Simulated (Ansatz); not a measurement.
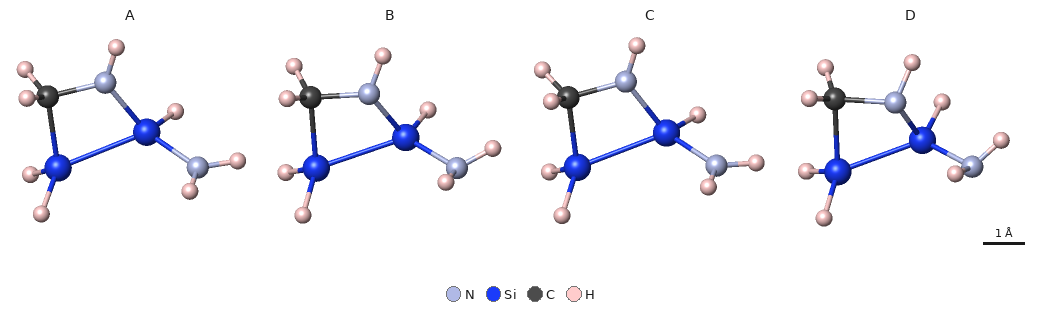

4 geometries from one relaxation of CH8N2Si2, in shuffled order. Style: ball-and-stick. Shown at a tilt.

The run prepares an end point of a later path (hydrogen shift) calculation, from a guessed geometry.

All numbers below come from Ansatz 0.2.0, RKS PBE0-D4/6-31G. Settings: no spin polarisation; force threshold 0.02 eV/Å; at most 50 steps.

Q: Order the frames from highest to lowest energy.

A: D, B, A, C. They are steps 0, 2, 4, 8, at +224.6 kJ/mol, +43.1 kJ/mol, +2.25 kJ/mol relative to the last. The energy falls by 224.6 kJ/mol in 8 geometry steps. Largest force component: 5 eV/Å at the start, 0.016 eV/Å at the end. The atom that moves furthest after the best rigid fit is an H atom (0.69 Å). By element the largest moves are H 0.69 Å, N 0.67 Å, Si 0.25 Å, C 0.18 Å. Among the contacts that change: Si–Si 2.228 → 2.364 Å, N–Si 1.649 → 1.755 Å, N–Si 1.695 → 1.785 Å, C–N 1.560 → 1.475 Å. Among the angles between lasting bonds that change: N–Si–N 96.8° → 119.6°, Si–N–H 105.3° → 123.3°, Si–N–H 112.4° → 129.6°. Groups turn about C–Si by about 25°. The run took 27 s on 1 thread of Intel(R) Xeon(R) 6975P-C (Granite Rapids), with other jobs on the host, peak memory 0.18 GiB.
